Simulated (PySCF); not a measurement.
# BH2Cl (SMILES [H]B([H])Cl) at NEVPT2(12,10)/STO-3G

What is the vertical singlet–triplet gap of BH2Cl at NEVPT2(12,10)/STO-3G? Input form: a Python script.

The calculation is run with PySCF 2.14.0.

8 further runs of the same task are left out: 8 set aside as unsound or not needed.

## 1. The structure to begin with

BH2Cl has 4 atoms, charge 0, and is taken as a singlet. As SMILES, `[H]B([H])Cl`. The shape is that of a GFN2-xTB optimisation.

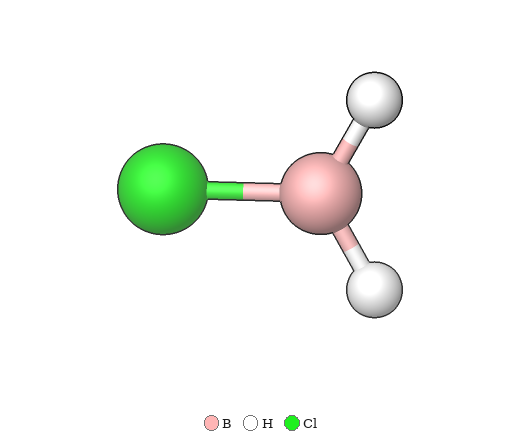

Viewed from a chosen angle; boron pink, hydrogen white, chlorine green.

## 2. The energy at NEVPT2(12,10)/STO-3G

geometry.xyz reads:

```xyz
4
BClH2
B      0.069310     0.114420    -0.000410
H      1.240090     0.070720     0.015540
H     -0.512130     1.131590    -0.018950
Cl    -0.797280    -1.316740     0.003830
```

job.py reads:

```python
import numpy
from pyscf import gto, scf, mp, mcscf, mrpt

mol = gto.M(
    atom='geometry.xyz',
    max_memory=1860,
    basis='sto-3g',
    verbose=3,
    charge=0,
)

myscf = mol.RHF()
myscf.conv_tol = 1e-10
myscf.kernel()
if not myscf.converged:
    myscf = myscf.newton().run(myscf.mo_coeff, myscf.mo_occ)

pt = mp.MP2(scf.addons.convert_to_uhf(myscf)).run()
noons, natorbs = mcscf.addons.make_natural_orbitals(pt)
print('natural occupations', numpy.round(noons[:40], 4))
cas = mcscf.CASSCF(myscf, 10, 12)
cas.fix_spin_(ss=0.0)
cas.natorb = True
cas.kernel(natorbs)
e_pt2 = mrpt.NEVPT(cas).kernel()
energy = cas.e_tot + e_pt2
print('E(%s) = %.9f' % ('NEVPT2', energy))
```

Started as:

```console
$ OMP_NUM_THREADS=1 python job.py
```

The program printed:

```text
converged SCF energy = -480.124577114113
E(UMP2) = -480.168727439046  E_corr = -0.044150324932288
E(SCS-UMP2) = -480.173188911882  E_corr = -0.0486117977681099
natural occupations [2.     2.     2.     2.     2.     1.9999 1.9996 1.9989 1.9923 1.9902
 1.9899 1.9892 0.0116 0.0103 0.0091 0.009 ]
CASSCF energy = -480.184325059939
CASCI E = -480.184325059939  E(CI) = -31.0859414462532  S^2 = 0.0000000
Sr    (-1)',   E = -0.00000000000000
Si    (+1)',   E = -0.00027686500622
Sijrs (0)  ,   E = 0.00000000000000
Sijr  (+1) ,   E = -0.00000000000000
Srsi  (-1) ,   E = -0.00000000000000
Srs   (-2) ,   E = 0.00000000000000
Sij   (+2) ,   E = -0.00026858957698
Sir   (0)' ,   E = -0.00000000000000
Nevpt2 Energy = -0.000545454583193
E(NEVPT2) = -480.184870515
```

Run time: 26 s. Hardware: 1 thread of Arm Neoverse V1, shared host; peak memory 0.16 GiB.

## 3. The triplet

calc.py reads:

```python
import numpy
from pyscf import gto, scf, mp, mcscf, mrpt

molecule = gto.M(
    atom=[
    ('B', (0.069310, 0.114420, -0.000410)),
    ('H', (1.240090, 0.070720, 0.015540)),
    ('H', (-0.512130, 1.131590, -0.018950)),
    ('Cl', (-0.797280, -1.316740, 0.003830)),
],
    basis='sto-3g',
    spin=2,
    verbose=4,
    max_memory=1860,
)

mf = molecule.ROHF()
mf.conv_tol = 1e-10
mf.kernel()
if not mf.converged:
    mf = mf.newton().run(mf.mo_coeff, mf.mo_occ)

pt = mp.MP2(scf.addons.convert_to_uhf(mf)).run()
noons, natorbs = mcscf.addons.make_natural_orbitals(pt)
print('natural occupations', numpy.round(noons[:40], 4))
cas = mcscf.CASSCF(mf, 10, 12)
cas.fix_spin_(ss=2.0)
cas.natorb = True
cas.kernel(natorbs)
e_pt2 = mrpt.NEVPT(cas).kernel()
e_tot = cas.e_tot + e_pt2
print(f'total energy: {e_tot:.8f} hartree')
```

Started as:

```console
$ OMP_NUM_THREADS=1 python calc.py
```

The program printed:

```text
PySCF version 2.14.0

[INPUT] num. atoms = 4
[INPUT] num. electrons = 24
[INPUT] charge = 0
[INPUT] spin (= nelec alpha-beta = 2S) = 2
[INPUT] symmetry False subgroup None
[INPUT] Mole.unit = angstrom
[INPUT] Symbol           X                Y                Z      unit          X                Y                Z       unit  Magmom
[INPUT]  1 B      0.069310000000   0.114420000000  -0.000410000000 AA    0.130976917694   0.216222463173  -0.000774787711 Bohr   0.0
[INPUT]  2 H      1.240090000000   0.070720000000   0.015540000000 AA    2.343430469812   0.133641431529   0.029366343976 Bohr   0.0
[INPUT]  3 H     -0.512130000000   1.131590000000  -0.018950000000 AA   -0.967785440174   2.138395185297  -0.035810310061 Bohr   0.0
[INPUT]  4 Cl    -0.797280000000  -1.316740000000   0.003830000000 AA   -1.506640844593  -2.488277977260   0.007237651057 Bohr   0.0

nuclear repulsion = 38.9580455955621
number of shells = 10
number of NR pGTOs = 48
number of NR cGTOs = 16
basis = sto-3g
ecp = {}

******** <class 'pyscf.scf.rohf.ROHF'> ********
method = ROHF
initial guess = minao
damping factor = 0
level_shift factor = 0
DIIS = <class 'pyscf.scf.diis.CDIIS'>
diis_start_cycle = 1
diis_space = 8
diis_damp = 0
SCF conv_tol = 1e-10
SCF conv_tol_grad = None
SCF max_cycles = 50
direct_scf = True
direct_scf_tol = 1e-13
num. doubly occ = 11  num. singly occ = 2
Set gradient conv threshold to 1e-05
init E= -479.897695928067
  HOMO = 0.133728988831639  LUMO = 0.437717151863246  gap/eV = 8.27194
cycle= 1 E= -479.867164202347  delta_E= 0.0305  |g|= 0.176  |ddm|= 1.77
[... 20 lines left out ...]
converged SCF energy = -479.890713625799
[... 32 lines left out ...]
sorting_mo_energy = False
[... 20 lines left out ...]
1-step CASSCF converged in   3 macro ( 18 JK   5 micro) steps
[... 3 lines left out ...]
Natural orbital (expansion on meta-Lowdin AOs) in CAS space
[... 24 lines left out ...]
CASSCF energy = -479.953740161165
[... 2 lines left out ...]
******** <class 'pyscf.mrpt.nevpt2.NEVPT'> ********
NEVPT2 (7e+5e, 10o), ncore = 6, nvir = 0
root = 0
Natural occ [1.9994632  1.99578726 1.98074866 1.97113696 1.96678601 1.01583582
 1.00376493 0.03111178 0.01937364 0.01599176]
Natural orbital (expansion on meta-Lowdin AOs) in CAS space
               #1        #2        #3        #4        #5
0 B 1s           0.01604   0.00000  -0.00572  -0.00000  -0.00258
0 B 2s          -0.12093  -0.00002   0.47477  -0.00013   0.43981
0 B 2px          0.07939  -0.00287  -0.14382  -0.46577   0.24579
[... 12 lines of this table left out ...]
3 Cl 3pz        -0.00050   0.97552  -0.00200  -0.01152   0.00075
               #6        #7        #8        #9        #10
0 B 1s          -0.00000   0.00000  -0.01787  -0.00040  -0.00000
0 B 2s           0.00002  -0.00014   0.74992  -0.06044   0.00010
0 B 2px         -0.33239  -0.01281  -0.07403  -0.41851   0.63587
[... 12 lines of this table left out ...]
3 Cl 3pz         0.01209  -0.21896   0.00080   0.00091  -0.00212
<CAS-nat-orb|mo-hf>  7      7       -0.93495839
<CAS-nat-orb|mo-hf>  8      9        0.99966748
<CAS-nat-orb|mo-hf>  9      8        0.86302780
<CAS-nat-orb|mo-hf>  10     10      -0.99761451
<CAS-nat-orb|mo-hf>  11     11      -0.91611790
<CAS-nat-orb|mo-hf>  12     12       0.99743581
<CAS-nat-orb|mo-hf>  13     13       0.99968377
<CAS-nat-orb|mo-hf>  14     14       0.81694397
<CAS-nat-orb|mo-hf>  14     15       0.57651079
<CAS-nat-orb|mo-hf>  15     14       0.57639073
<CAS-nat-orb|mo-hf>  15     15      -0.81708906
<CAS-nat-orb|mo-hf>  16     16       0.99980796
Sr    (-1)',   E = -0.00000000000000
Si    (+1)',   E = -0.00034978711821
Sijrs (0)  ,   E = 0.00000000000000
Sijr  (+1) ,   E = -0.00000000000000
Srsi  (-1) ,   E = -0.00000000000000
Srs   (-2) ,   E = 0.00000000000000
Sij   (+2) ,   E = -0.00028902215086
Sir   (0)' ,   E = -0.00000000000000
Nevpt2 Energy = -0.000638809269064
total energy: -479.95437897 hartree
```

It took 19 s on 1 thread of Arm Neoverse V1, shared host; peak memory 0.16 GiB.

## 4. What came out

At NEVPT2(12,10)/STO-3G:

| quantity | value |
| --- | --- |
| singlet: total energy | -480.18487 Eh |
| singlet: dipole moment (Hartree–Fock density) | 1.22 D |
| singlet: HOMO energy (Hartree–Fock orbitals) | -10.64 eV |
| singlet: LUMO energy (Hartree–Fock orbitals) | 5.78 eV |
| singlet: HOMO–LUMO gap (Hartree–Fock orbitals) | 16.42 eV |
| triplet: total energy | -479.95438 Eh |
| triplet: dipole moment (Hartree–Fock density) | 0.78 D |
| vertical energy of the triplet above the singlet | 6.272 eV |

**Reading.** At this shape the triplet lies 6.27 eV (145 kcal/mol) above the singlet. In a minimal basis such a difference can be off by several eV, whatever the method.
